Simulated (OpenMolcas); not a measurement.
# quartet SiCl3 at 6 levels

We compute a comparison of 6 runs (UHF/aug-cc-pVDZ, UB3LYP/aug-cc-pVDZ, UBHLYP/aug-cc-pVDZ, UM06-L/aug-cc-pVDZ, UPBE/aug-cc-pVDZ, ROMP2/aug-cc-pVDZ) of quartet SiCl3. 

Program for the calculation: OpenMolcas 26.06.

1 further run of the same task is left out (set aside as unsound or not needed).

**1. The structure to begin with**

The species is SiCl3 (4 atoms), meant as a quartet with charge 0. As SMILES of the parent species, `Cl[Si](Cl)Cl`. Geometry: relaxed at PBE0-D4/def2-TZVP. That shape belongs to the parent species and isn't relaxed for this state.

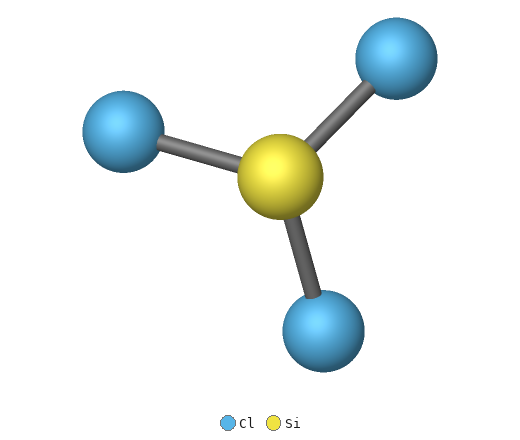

The structure, seen from a chosen angle (chlorine blue, silicon yellow).

**2. The energy at UHF/aug-cc-pVDZ (run 1)**

Contents of test.inp:

```
&GATEWAY
BASLIB=$CurrDir
COORD
4
angstrom
Cl      -1.524800      -0.591600       1.030100
Si       0.116100       0.389400       0.310600
Cl       1.694700      -0.903800       0.219000
Cl      -0.286000       1.105900      -1.559700
BASIS=aug-cc-pVDZ
GROUP=NoSym
&SEWARD
&SCF
UHF
SPIN=4
THRESHOLDS=1e-10 1e-07 1e-07 1e-05
PRORBITALS=1 1
```

The basis set aug-cc-pVDZ is read from a file made from the Basis Set Exchange's data (not shown).

Started as:

```console
export MOLCAS_MEM=1860
pymolcas test.inp > test.log
```

The log of the run:

```text
--- Start Module: gateway ---
[...]
--- Stop Module: gateway /rc=_RC_ALL_IS_WELL_ ---
--- Start Module: seward ---
[...]
      Basis functions          108
--- Stop Module: seward /rc=_RC_ALL_IS_WELL_ ---
[...]
--- Start Module: scf ---
[...]
       Convergence after  71 Iterations
[...]
::    Total SCF energy                              -1667.2398133212
[...]
      Total spin, S                                     1.5116349138
[...]
      Total electronic charge=   65.000000
      Total            charge=   -0.000000
[...]
      Dipole Moment (debye):
      Origin of the operator (angstrom)=   -0.0061   -0.0205   -0.0163
                   X=  1.8145E-01               Y=  6.1047E-01               Z=  4.9198E-01           Total=  8.0476E-01
      Quadrupole Moment (debye*angstrom):
[...]
--- Stop Module: scf /rc=_RC_ALL_IS_WELL_ ---
[...]
```

It took 41 s on 1 thread of Arm Neoverse V2, shared host; peak memory 0.63 GiB.

**3. A single-point energy at UB3LYP/aug-cc-pVDZ (run 2)**

Contents of mol.input:

```
&GATEWAY
 BASLIB=$CurrDir
 COORD
 4
 angstrom
 Cl      -1.524800      -0.591600       1.030100
 Si       0.116100       0.389400       0.310600
 Cl       1.694700      -0.903800       0.219000
 Cl      -0.286000       1.105900      -1.559700
 BASIS=aug-cc-pVDZ
 GROUP=NoSym

&SEWARD
 GRIDINPUT
 Grid=UltraFine
 End of Grid

&SCF
 UHF
 SPIN=4
 KSDFT=B3LYP
 THRESHOLDS=1e-10 1e-07 1e-07 1e-05
 PRORBITALS=0
```

The basis set aug-cc-pVDZ is read from a file made from the Basis Set Exchange's data (not shown).

Started as:

```console
export MOLCAS_MEM=1860
pymolcas mol.input > mol.log
```

The log of the run:

```text
--- Start Module: gateway ---
[...]
--- Stop Module: gateway /rc=_RC_ALL_IS_WELL_ ---
--- Start Module: seward ---
[...]
      Basis functions          108
--- Stop Module: seward /rc=_RC_ALL_IS_WELL_ ---
[...]
--- Start Module: scf ---
[...]
       Convergence after  74 Iterations
[...]
::    Total KS-DFT energy                           -1670.0000085961
[...]
      Total spin, S                                     1.5016423930
[...]
      Total electronic charge=   65.000000
      Total            charge=   -0.000000
[...]
      Dipole Moment (debye):
      Origin of the operator (angstrom)=   -0.0061   -0.0205   -0.0163
                   X=  9.8306E-02               Y=  3.3215E-01               Z=  2.7086E-01           Total=  4.3972E-01
      Quadrupole Moment (debye*angstrom):
[...]
--- Stop Module: scf /rc=_RC_ALL_IS_WELL_ ---
[...]
```

Wall time 3 min (1 thread of Arm Neoverse V2, shared host); peak memory 0.63 GiB.

Runs 3 to 5 aren't shown in full; the table further down has their settings and results.

**4. A single-point energy at ROMP2/aug-cc-pVDZ (run 6)**

Contents of calc.inp:

```
* Cl3Si ROMP2
>>> EXPORT MOLCAS_PRINT=2
&GATEWAY
BasLib = $CurrDir
Coord
4
angstrom
Cl      -1.524800      -0.591600       1.030100
Si       0.116100       0.389400       0.310600
Cl       1.694700      -0.903800       0.219000
Cl      -0.286000       1.105900      -1.559700
Basis = aug-cc-pVDZ
Group = NoSym
&SEWARD
&SCF
UHF
Spin = 4
Thresholds = 1e-10 1e-07 1e-07 1e-05
PrOrbitals = 1 2
&RASSCF
FileOrb = $Project.UnaOrb
Spin = 4
Nactel = 3 0 0
Inactive = 31
Ras2 = 3
OutOrbitals = Canonical
OrbListing = NoCore
&CASPT2
IPEA = 0.0
Frozen = 20
```

The basis set aug-cc-pVDZ is read from a file made from the Basis Set Exchange's data (not shown).

Started as:

```console
export MOLCAS_MEM=1860
pymolcas calc.inp > calc.log
```

The log of the run:

```text
--- Start Module: gateway ---
[...]
--- Stop Module: gateway /rc=_RC_ALL_IS_WELL_ ---
[...]
      Basis functions          108
[...]
       Convergence after  71 Iterations
[...]
::    Total SCF energy                              -1667.2398133212
[...]
      Total spin, S                                     1.5116349138
[...]
--- Start Module: rasscf ---
[...]
      Number of active orbitals                  3
[...]
      Spin quantum number                      1.5
[...]
      Active orbitals                            3
[...]
      Number of CSFs                             1
[...]
      Number of root(s) required                 1
[...]
      Convergence after 13 iterations
[...]
      printout of CI-coefficients larger than  0.05 for root  1
      energy=   -1667.228074
      conf/sym  111     Coeff  Weight
             1  uuu   1.00000 1.00000
      Natural orbitals and occupation numbers for root  1
      sym 1:   1.000000   1.000000   1.000000
      ************************************************************************************************************************
      *                                                    Final results                                                     *
[...]
::    RASSCF root number  1 Total energy:  -1667.22807388
[...]
      Total electronic charge=   65.000000
      Total            charge=   -0.000000
[...]
      Dipole Moment (debye):
      Origin of the operator (angstrom)=   -0.0061   -0.0205   -0.0163
                   X=  1.9103E-01               Y=  6.4237E-01               Z=  5.1714E-01           Total=  8.4651E-01
      Quadrupole Moment (debye*angstrom):
[...]
--- Stop Module: rasscf /rc=_RC_ALL_IS_WELL_ ---
[...]
--- Start Module: caspt2 ---
[...]
 ###    WARNING: User changed nr of frozen orbitals.                         ###
 ###############################################################################
[...]
      E2 (Variational):          -0.5818591221
      Total energy:           -1667.8099330068
[...]
      Reference weight:           0.75332
[...]
::    CASPT2 Root  1     Total energy:  -1667.80993301
[...]
--- Stop Module: caspt2 /rc=_RC_ALL_IS_WELL_ ---
[...]
```

It took 53 s on 1 thread of Arm Neoverse V2, shared host; peak memory 0.63 GiB.

**5. All runs side by side**

```csv
run,level,integration grid,frozen core orbitals,energy (Eh),dipole moment (D),HOMO energy (eV),⟨S²⟩,wall time
1,UHF/aug-cc-pVDZ,–,–,-1667.239813,0.80,-4.06,3.797,41 s
2,UB3LYP/aug-cc-pVDZ,UltraFine,–,-1670.000009,0.44,-2.00,3.757,3 min
3,UBHLYP/aug-cc-pVDZ,UltraFine,–,-1669.922597,0.58,-2.79,3.767,3.3 min
4,UM06-L/aug-cc-pVDZ,UltraFine,–,-1669.926533,0.32,-1.06,3.755,2.7 min
5,UPBE/aug-cc-pVDZ,UltraFine,–,-1669.251453,0.36,-1.47,3.753,1.8 min
6,ROMP2/aug-cc-pVDZ,–,20,-1667.809933,–,–,–,53 s
```

**6. Results**

| quantity | value |
| --- | --- |
| run 6: total energy | -1667.80993 Eh |

Over runs 1, 2, 3, 4, 5 the dipole moment (its size) runs from 0.32 D (UM06-L/aug-cc-pVDZ) to 0.80 D (UHF/aug-cc-pVDZ). Totals of different functionals can't be ranked against each other. All runs together took 12 min, the longest 3.3 min.
